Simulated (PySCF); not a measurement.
# FeCl₄ (+2): ligand-field states, part 1 of 2

What do calculations give for the ligand-field states of FeCl₄ (+2)?

Computed with PySCF 2.14.0 and routines of our own; the level stands in each step. Atoms count from 0.

### 1 The starting structure

5 atoms, charge 2, states of the metal's open shell are computed; geometry from: model geometry, bond lengths from ionic radii.

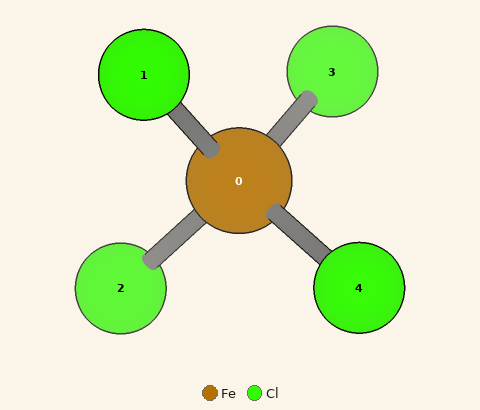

The starting geometry (iron orange, chlorine green); sticks join atoms by distance alone.

### 2 Ligand-field states: state-averaged CASSCF

What the job is given:

```
{"job": {"kind": "lf", "basis": {"metal": "x2c-TZVPall", "ligand": "x2c-SVPall"}, "nevpt": true}, "charge": 2, "metal": "Fe", "open_shell": "d2"}
Fe     0.000000     0.000000     0.000000
Cl     1.131606     1.131606     1.131607
Cl    -1.131606    -1.131606     1.131607
Cl    -1.131606     1.131606    -1.131607
Cl     1.131606    -1.131606    -1.131607
```

Method: state-averaged CASSCF of the metal d shell, SC-NEVPT2 on the averaged canonical orbitals, state-interaction spin-orbit coupling.

The run is started by

```sh
OMP_NUM_THREADS=1 python lf_run.py task.json out
```

This one command runs all jobs of the session in turn.

Output:

```text
basis functions 120, electrons 92, active (2e, 5o)
stage 1: DIIS on the effective Fock matrix, level shift 0.30
cycle   1  E = -3108.8405447649  dE = -3.109e+03  max|g| = 2.207e+00
cycle   2  E = -3110.4606827147  dE = -1.620e+00  max|g| = 3.198e-01
cycle   3  E = -3110.4491413155  dE =  1.154e-02  max|g| = 1.909e-01
cycle   4  E = -3110.3658753802  dE =  8.327e-02  max|g| = 2.679e-01
cycle   5  E = -3110.5076993379  dE = -1.418e-01  max|g| = 1.950e-01
cycle   6  E = -3110.5024218480  dE =  5.277e-03  max|g| = 2.197e-01
cycle   7  E = -3110.5034891426  dE = -1.067e-03  max|g| = 2.291e-01
cycle   8  E = -3110.5050090705  dE = -1.520e-03  max|g| = 2.421e-01
cycle   9  E = -3110.4806061740  dE =  2.440e-02  max|g| = 2.807e-01
cycle  10  E = -3110.4953786507  dE = -1.477e-02  max|g| = 2.892e-01
cycle  11  E = -3110.4946541870  dE =  7.245e-04  max|g| = 2.807e-01
cycle  12  E = -3110.5126978931  dE = -1.804e-02  max|g| = 3.353e-01
cycle  13  E = -3110.5959513575  dE = -8.325e-02  max|g| = 2.417e-01
cycle  14  E = -3110.5168899569  dE =  7.906e-02  max|g| = 2.583e-01
cycle  15  E = -3110.5124407529  dE =  4.449e-03  max|g| = 2.221e-01
stage 2: quasi-Newton rotations from the point of smallest gradient
cycle  17  E = -3111.1994098340  dE = -7.503e-01  max|g| = 7.692e-01
cycle  18  E = -3112.1776330164  dE = -9.782e-01  max|g| = 4.851e-01
cycle  20  E = -3112.6932037871  dE = -5.156e-01  max|g| = 6.069e-01
cycle  22  E = -3112.9317253769  dE = -2.385e-01  max|g| = 1.745e-01
cycle  23  E = -3112.9568248643  dE = -2.510e-02  max|g| = 3.853e-02
cycle  24  E = -3112.9613554728  dE = -4.531e-03  max|g| = 3.273e-02
cycle  25  E = -3112.9655666774  dE = -4.211e-03  max|g| = 3.524e-02
cycle  26  E = -3112.9691021530  dE = -3.535e-03  max|g| = 3.792e-02
cycle  27  E = -3112.9704477154  dE = -1.346e-03  max|g| = 1.708e-02
cycle  28  E = -3112.9708179631  dE = -3.702e-04  max|g| = 5.189e-03
cycle  29  E = -3112.9708412227  dE = -2.326e-05  max|g| = 1.895e-03
cycle  30  E = -3112.9708452668  dE = -4.044e-06  max|g| = 5.762e-04
cycle  31  E = -3112.9708460760  dE = -8.092e-07  max|g| = 3.813e-04
cycle  32  E = -3112.9708462651  dE = -1.890e-07  max|g| = 2.658e-04
cycle  33  E = -3112.9708463609  dE = -9.582e-08  max|g| = 8.678e-05
cycle  34  E = -3112.9708463814  dE = -2.054e-08  max|g| = 4.763e-05
cycle  35  E = -3112.9708463853  dE = -3.877e-09  max|g| = 1.635e-05
cycle  36  E = -3112.9708463855  dE = -1.896e-10  max|g| = 2.118e-05
cycle  37  E = -3112.9708463857  dE = -1.633e-10  max|g| = 1.033e-05
cycle  38  E = -3112.9708463857  dE = -8.095e-11  max|g| = 1.561e-06
converged average energy = -3112.9708463857

 mult deg   label        CASSCF/cm-1   NEVPT2/cm-1
   3   1   3A2                 0.0           0.0
   1   2   1E              11442.6       11341.0
   1   1   1A1             20982.2       21366.0
   1   2   1E              29617.0       38189.1
   3   3   3T1             26985.7       38247.7
   1   1   1A1             46902.1       38586.9
   1   3   1T2             36127.7       39073.9
   3   3   3T2              6671.1       39408.2
   3   3   3T1             11103.2       41664.6
   1   3   1T2             15527.2       43490.9
   1   3   1T1             15786.2       44914.3

spin-orbit levels / cm-1
      0.00  x3  3A2 1.00
  11338.74  x2  1E 1.00
  21365.53  x1  1A1 1.00
  37942.78  x1  3T1 0.96 1A1 0.04
  38018.66  x1  1E 0.61 3T1 0.35 3T2 0.03
  38018.67  x1  1E 0.61 3T1 0.35 3T2 0.03
  38068.99  x3  3T1 0.97
  38338.53  x3  3T1 0.96
  38430.59  x2  3T1 0.55 1E 0.38 3T2 0.07
  38543.66  x1  1A1 0.94 3T1 0.03
  38914.62  x2  1T2 0.78 3T2 0.21
  38914.65  x1  1T2 0.78 3T2 0.21
  39397.30  x2  3T2 0.97
  39397.32  x1  3T2 0.97
  39486.52  x1  3T2 0.90 3T1 0.10
  39486.54  x1  3T2 0.90 3T1 0.10
  39505.96  x1  3T2 1.00
  39651.21  x2  3T2 0.76 1T2 0.20 3T1 0.03
  39651.22  x1  3T2 0.76 1T2 0.20 3T1 0.03
  41578.27  x2  3T1 0.99
  41578.28  x1  3T1 0.99
  41594.56  x1  3T1 0.99
  41594.57  x1  3T1 0.99
  41764.67  x2  3T1 1.00
  41764.68  x1  3T1 1.00
  41934.02  x1  3T1 0.98
  43518.99  x1  1T2 0.99
  43519.01  x2  1T2 0.99
  44924.60  x1  1T1 1.00
  44924.63  x2  1T1 1.00
```

It took 7.6 s on 1 thread of Arm Neoverse V2, shared host; peak memory 0.31 GiB.

Warnings kept with the result: an active orbital is not mainly the metal shell.

An active orbital is only 38 % metal, under the run's own bar for a metal shell, so levels, ζ, ground spin and magnetism of this run may not be those of the metal's shell and are not read here.

### 3 Ligand-field states: state-averaged CASSCF (angle to the S4 axis at 45°)

What the job is given:

```
{"job": {"kind": "lf", "basis": {"metal": "x2c-TZVPall", "ligand": "x2c-SVPall"}, "nevpt": true, "reuse": true}, "charge": 2, "metal": "Fe", "open_shell": "d2"}
Fe     0.000000     0.000000     0.000000
Cl     0.980000     0.980000     1.385929
Cl    -0.980000    -0.980000     1.385929
Cl    -0.980000     0.980000    -1.385929
Cl     0.980000    -0.980000    -1.385929
```

Method: state-averaged CASSCF of the metal d shell, SC-NEVPT2 on the averaged canonical orbitals, state-interaction spin-orbit coupling.

Output:

```text
basis functions 120, electrons 92, active (2e, 5o)
start from the orbitals of the previous structure
stage 1: DIIS on the effective Fock matrix, level shift 0.30
cycle   1  E = -3108.8434304680  dE = -3.109e+03  max|g| = 3.607e+00
cycle   2  E = -3111.2569964196  dE = -2.414e+00  max|g| = 6.453e-01
cycle   3  E = -3111.1124906278  dE =  1.445e-01  max|g| = 2.215e-01
cycle   4  E = -3111.2899373984  dE = -1.774e-01  max|g| = 5.908e-01
cycle   5  E = -3111.6292690568  dE = -3.393e-01  max|g| = 5.168e-01
cycle   6  E = -3111.4729964290  dE =  1.563e-01  max|g| = 1.087e+00
cycle   7  E = -3111.8421523625  dE = -3.692e-01  max|g| = 8.352e-01
cycle   8  E = -3110.8052114938  dE =  1.037e+00  max|g| = 1.802e+00
cycle   9  E = -3111.2759803393  dE = -4.708e-01  max|g| = 1.351e+00
cycle  10  E = -3110.7042430039  dE =  5.717e-01  max|g| = 1.663e+00
...
cycle  43  E = -3112.9327102514  dE = -5.227e-04  max|g| = 1.363e-02
cycle  44  E = -3112.9330398320  dE = -3.296e-04  max|g| = 1.183e-02
cycle  45  E = -3112.9333006676  dE = -2.608e-04  max|g| = 4.828e-03
cycle  46  E = -3112.9333753696  dE = -7.470e-05  max|g| = 2.508e-03
cycle  47  E = -3112.9333916525  dE = -1.628e-05  max|g| = 1.413e-03
cycle  48  E = -3112.9333954754  dE = -3.823e-06  max|g| = 6.021e-04
cycle  49  E = -3112.9333963338  dE = -8.585e-07  max|g| = 2.533e-04
cycle  50  E = -3112.9333964616  dE = -1.278e-07  max|g| = 9.858e-05
cycle  51  E = -3112.9333964824  dE = -2.080e-08  max|g| = 3.076e-05
cycle  52  E = -3112.9333964848  dE = -2.397e-09  max|g| = 2.046e-05
cycle  53  E = -3112.9333964851  dE = -3.483e-10  max|g| = 7.312e-06
converged average energy = -3112.9333964851

 mult deg   label        CASSCF/cm-1   NEVPT2/cm-1
   3   1   3B1                 0.0           0.0
   1   1   1B1             11795.7       11028.8
   1   1   1A1              9837.9       15374.5
   1   1   1A1             60295.1       16381.3
   1   1   1B2             56428.8       17521.2
   1   1   1B1             41949.0       17576.0
   3   1   3A2             39599.1       18956.5
   1   1   1A1             26679.7       19274.9
   3   1   3B2             -2075.7       33676.2
   3   1   3A2              -820.3       40002.4
   1   1   1B2              7279.0       40538.8
   1   1   1A2              3542.0       44795.8
   3   2   3E              22358.6       47616.1
   3   2   3E              13713.9       48474.1
   3   2   3E               9302.9       48498.0
   1   2   1E              27109.5       48828.5
   1   2   1E              21704.0       50517.2
   1   2   1E              15926.7       51503.7
   1   1   1A1              6122.9       52867.4

spin-orbit levels / cm-1
      0.00  x2  3B1 1.00
      0.35  x1  3B1 1.00
  11026.94  x1  1B1 1.00
  15371.56  x1  1A1 1.00
  16369.47  x1  1A1 1.00
  17521.82  x1  1B2 1.00
  17577.07  x1  1B1 1.00
  18957.28  x2  3A2 1.00
  18959.51  x1  3A2 0.97
  19283.24  x1  1A1 0.97
  33677.19  x2  3B2 1.00
  33678.10  x1  3B2 1.00
  40000.28  x1  3A2 1.00
  40002.09  x2  3A2 1.00
  40535.88  x1  1B2 1.00
  44787.03  x1  1A2 1.00
  47428.90  x1  3E 0.93 3E 0.06
  47443.95  x1  3E 0.93 3E 0.06
  47610.65  x1  3E 1.00
  47610.75  x1  3E 1.00
  47672.81  x1  3E 0.93 3E 0.07
  47678.81  x1  3E 0.93 3E 0.07
  48309.78  x1  3E 0.51 1E 0.25 3E 0.24
  48309.82  x1  3E 0.51 1E 0.25 3E 0.24
  48330.51  x1  3E 0.84 3E 0.16
  48334.06  x1  3E 0.82 3E 0.17
  48428.96  x1  3E 0.62 3E 0.32 3E 0.06
  48431.62  x1  3E 0.62 3E 0.31 3E 0.06
  48477.65  x1  3E 0.70 3E 0.29
  48477.67  x1  3E 0.70 3E 0.29
```

It took 7.8 s on 1 thread of Arm Neoverse V2, shared host; peak memory 0.31 GiB.

Warnings kept with the result: an active orbital is not mainly the metal shell.

An active orbital is only 31 % metal, under the run's own bar for a metal shell, so levels, ζ, ground spin and magnetism of this run may not be those of the metal's shell and are not read here.

### 4 Ligand-field states: state-averaged CASSCF (angle to the S4 axis at 50°)

What the job is given:

```
{"job": {"kind": "lf", "basis": {"metal": "x2c-TZVPall", "ligand": "x2c-SVPall"}, "nevpt": true, "reuse": true}, "charge": 2, "metal": "Fe", "open_shell": "d2"}
Fe     0.000000     0.000000     0.000000
Cl     1.061683     1.061683     1.259864
Cl    -1.061683    -1.061683     1.259864
Cl    -1.061683     1.061683    -1.259864
Cl     1.061683    -1.061683    -1.259864
```

Method: state-averaged CASSCF of the metal d shell, SC-NEVPT2 on the averaged canonical orbitals, state-interaction spin-orbit coupling.

Output:

```text
basis functions 120, electrons 92, active (2e, 5o)
start from the orbitals of the previous structure
stage 1: DIIS on the effective Fock matrix, level shift 0.30
cycle   1  E = -3111.4123194446  dE = -3.111e+03  max|g| = 1.738e+00
cycle   2  E = -3111.4745398391  dE = -6.222e-02  max|g| = 6.910e-01
cycle   3  E = -3110.6017869695  dE =  8.728e-01  max|g| = 1.055e+00
cycle   4  E = -3111.2802235609  dE = -6.784e-01  max|g| = 7.491e-01
cycle   5  E = -3110.6932507265  dE =  5.870e-01  max|g| = 5.302e-01
cycle   6  E = -3110.3231028797  dE =  3.701e-01  max|g| = 5.975e-01
cycle   7  E = -3110.0191187436  dE =  3.040e-01  max|g| = 6.774e-01
cycle   8  E = -3108.9001383569  dE =  1.119e+00  max|g| = 1.698e+00
cycle   9  E = -3106.9520809926  dE =  1.948e+00  max|g| = 2.527e+00
cycle  10  E = -3105.0064913795  dE =  1.946e+00  max|g| = 2.860e+00
...
cycle  46  E = -3112.9627397242  dE = -2.321e-06  max|g| = 7.887e-04
cycle  47  E = -3112.9627408831  dE = -1.159e-06  max|g| = 4.736e-04
cycle  48  E = -3112.9627414062  dE = -5.231e-07  max|g| = 3.158e-04
cycle  49  E = -3112.9627416086  dE = -2.024e-07  max|g| = 1.513e-04
cycle  50  E = -3112.9627416870  dE = -7.839e-08  max|g| = 1.218e-04
cycle  51  E = -3112.9627417111  dE = -2.409e-08  max|g| = 3.897e-05
cycle  52  E = -3112.9627417157  dE = -4.587e-09  max|g| = 3.327e-05
cycle  53  E = -3112.9627417157  dE = -2.728e-12  max|g| = 6.745e-05
cycle  54  E = -3112.9627417176  dE = -1.933e-09  max|g| = 1.467e-05
cycle  55  E = -3112.9627417182  dE = -5.616e-10  max|g| = 1.096e-05
cycle  56  E = -3112.9627417184  dE = -2.656e-10  max|g| = 4.571e-06
converged average energy = -3112.9627417184

 mult deg   label        CASSCF/cm-1   NEVPT2/cm-1
   3   1   3B1                 0.0           0.0
   1   1   1B1             11587.6       11349.0
   1   1   1A1             11547.0       11931.9
   1   1   1A1             20138.6       26912.8
   1   1   1A1             25157.3       33970.9
   3   1   3B2              2370.2       38502.4
   3   2   3E              25310.1       39333.9
   1   2   1E              33440.4       39913.2
   1   1   1A1             48541.7       40290.7
   1   1   1B1             33049.2       40588.3
   3   1   3A2             30093.2       40720.7
   1   1   1B2             41207.7       41375.5
   3   1   3A2              6488.1       41615.1
   1   1   1B2             11070.8       42772.7
   3   2   3E               8012.4       42846.0
   3   2   3E              12344.2       44440.7
   1   1   1A2             10637.3       44974.7
   1   2   1E              17750.7       47274.1
   1   2   1E              16468.6       47291.2

spin-orbit levels / cm-1
      0.00  x2  3B1 1.00
      0.05  x1  3B1 1.00
  11347.00  x1  1B1 1.00
  11929.47  x1  1A1 1.00
  26911.67  x1  1A1 1.00
  33957.79  x1  1A1 1.00
  38418.11  x1  3B2 0.92 3E 0.08
  38434.93  x2  3B2 0.94 3E 0.05
  39156.96  x1  3E 0.98
  39178.47  x1  3E 1.00
  39347.64  x2  3E 0.92 3B2 0.04
  39447.92  x1  3E 0.99
  39507.49  x1  3E 0.88 3B2 0.08 1B1 0.04
  39910.08  x2  1E 0.93
  40210.29  x1  1A1 0.93 3A2 0.04
  40625.36  x1  1B1 0.96 3E 0.04
  40727.00  x2  3A2 0.96
  40734.44  x1  3A2 0.92 1A1 0.04
  41321.07  x1  1B2 0.97
  41625.03  x2  3A2 0.99
  41648.00  x1  3A2 0.97
  42751.80  x1  1B2 0.92 3E 0.06
  42806.26  x1  3E 0.99
  42859.50  x1  3E 0.97
  42886.44  x2  3E 0.98
  42916.21  x1  3E 1.00
  42975.19  x1  3E 0.90 1B2 0.06
  44352.71  x1  3E 1.00
  44379.21  x1  3E 0.98
  44448.37  x2  3E 1.00
```

Run time: 8.1 s. Hardware: 1 thread of Arm Neoverse V2, shared host; peak memory 0.31 GiB.

Warnings kept with the result: an active orbital is not mainly the metal shell.

An active orbital is only 37 % metal, under the run's own bar for a metal shell, so levels, ζ, ground spin and magnetism of this run may not be those of the metal's shell and are not read here.

### 5 Ligand-field states: state-averaged CASSCF (angle to the S4 axis at 60°)

What the job is given:

```
{"job": {"kind": "lf", "basis": {"metal": "x2c-TZVPall", "ligand": "x2c-SVPall"}, "nevpt": true, "reuse": true}, "charge": 2, "metal": "Fe", "open_shell": "d2"}
Fe     0.000000     0.000000     0.000000
Cl     1.200250     1.200250     0.980000
Cl    -1.200250    -1.200250     0.980000
Cl    -1.200250     1.200250    -0.980000
Cl     1.200250    -1.200250    -0.980000
```

Level: state-averaged CASSCF of the metal d shell, SC-NEVPT2 on the averaged canonical orbitals, state-interaction spin-orbit coupling.

Output:

```text
basis functions 120, electrons 92, active (2e, 5o)
start from the orbitals of the previous structure
stage 1: DIIS on the effective Fock matrix, level shift 0.30
cycle   1  E = -3109.0435988276  dE = -3.109e+03  max|g| = 2.703e+00
cycle   2  E = -3111.2779341315  dE = -2.234e+00  max|g| = 7.187e-01
cycle   3  E = -3110.9907323212  dE =  2.872e-01  max|g| = 8.016e-01
cycle   4  E = -3110.7410166413  dE =  2.497e-01  max|g| = 7.792e-01
cycle   5  E = -3111.0392265013  dE = -2.982e-01  max|g| = 5.069e-01
cycle   6  E = -3110.4947540030  dE =  5.445e-01  max|g| = 7.028e-01
cycle   7  E = -3110.8770955707  dE = -3.823e-01  max|g| = 6.289e-01
cycle   8  E = -3110.4090802796  dE =  4.680e-01  max|g| = 7.799e-01
cycle   9  E = -3110.8902462812  dE = -4.812e-01  max|g| = 6.178e-01
cycle  10  E = -3110.4401864829  dE =  4.501e-01  max|g| = 7.498e-01
...
cycle  37  E = -3112.9622715550  dE = -7.160e-04  max|g| = 1.292e-02
cycle  38  E = -3112.9624599939  dE = -1.884e-04  max|g| = 7.932e-03
cycle  39  E = -3112.9625893334  dE = -1.293e-04  max|g| = 1.980e-03
cycle  40  E = -3112.9626016495  dE = -1.232e-05  max|g| = 1.369e-03
cycle  41  E = -3112.9626067095  dE = -5.060e-06  max|g| = 6.544e-04
cycle  42  E = -3112.9626075952  dE = -8.857e-07  max|g| = 3.816e-04
cycle  43  E = -3112.9626082647  dE = -6.695e-07  max|g| = 2.585e-04
cycle  44  E = -3112.9626085184  dE = -2.537e-07  max|g| = 1.142e-04
cycle  45  E = -3112.9626085905  dE = -7.202e-08  max|g| = 5.192e-05
cycle  46  E = -3112.9626086041  dE = -1.359e-08  max|g| = 2.646e-05
cycle  47  E = -3112.9626086065  dE = -2.490e-09  max|g| = 8.900e-06
converged average energy = -3112.9626086065

 mult deg   label        CASSCF/cm-1   NEVPT2/cm-1
   3   1   3B1                 0.0           0.0
   1   1   1B1             11645.7       11624.3
   1   1   1A1             11614.2       11760.8
   1   1   1A1             21195.4       21805.4
   1   1   1B1             25999.4       33847.0
   1   1   1B2             31930.1       35055.1
   3   1   3A2             24568.9       36578.1
   1   1   1A1             31025.4       40112.1
   3   2   3E               3935.2       40639.9
   3   2   3E              27947.8       42456.0
   3   2   3E               8277.1       42608.3
   1   2   1E              37856.1       43534.4
   3   1   3B2             10049.3       43823.2
   1   2   1E              12222.4       44848.6
   1   1   1A1             48400.3       45010.0
   1   2   1E              12940.0       45262.7
   3   1   3A2             13935.8       45361.8
   1   1   1B2             18900.9       48119.4
   1   1   1A2             19783.4       50506.7

spin-orbit levels / cm-1
      0.00  x1  3B1 1.00
      0.04  x2  3B1 1.00
  11622.08  x1  1B1 1.00
  11758.62  x1  1A1 1.00
  21805.04  x1  1A1 1.00
  33839.92  x1  1B1 1.00
  35035.94  x1  1B2 1.00
  36543.11  x1  3A2 0.99
  36562.08  x2  3A2 1.00
  40086.71  x1  1A1 0.98
  40567.59  x1  3E 0.99
  40593.68  x1  3E 0.98
  40641.16  x1  3E 0.99
  40641.18  x1  3E 0.99
  40669.75  x1  3E 0.99
  40688.68  x1  3E 0.99
  42316.09  x1  3E 0.96
  42332.23  x1  3E 0.97
  42412.45  x1  3E 0.96
  42412.50  x1  3E 0.96
  42481.57  x1  3E 0.64 3E 0.35
  42486.52  x1  3E 0.78 3E 0.22
  42576.02  x1  3E 0.96
  42576.04  x1  3E 0.96
  42621.50  x1  3E 0.59 3E 0.36 3B2 0.04
  42665.61  x1  3E 0.77 3E 0.22
  42695.44  x1  3E 0.96
  42712.64  x1  3E 0.98
  43458.35  x1  1E 0.75 3B2 0.21 3E 0.03
  43458.37  x1  1E 0.75 3B2 0.21 3E 0.03
```

Wall time 7.3 s (1 thread of Arm Neoverse V2, shared host); peak memory 0.31 GiB.

Warnings kept with the result: an active orbital is not mainly the metal shell.

An active orbital is only 37 % metal, under the run's own bar for a metal shell, so levels, ζ, ground spin and magnetism of this run may not be those of the metal's shell and are not read here.

(Continued in part 2 of 2.)
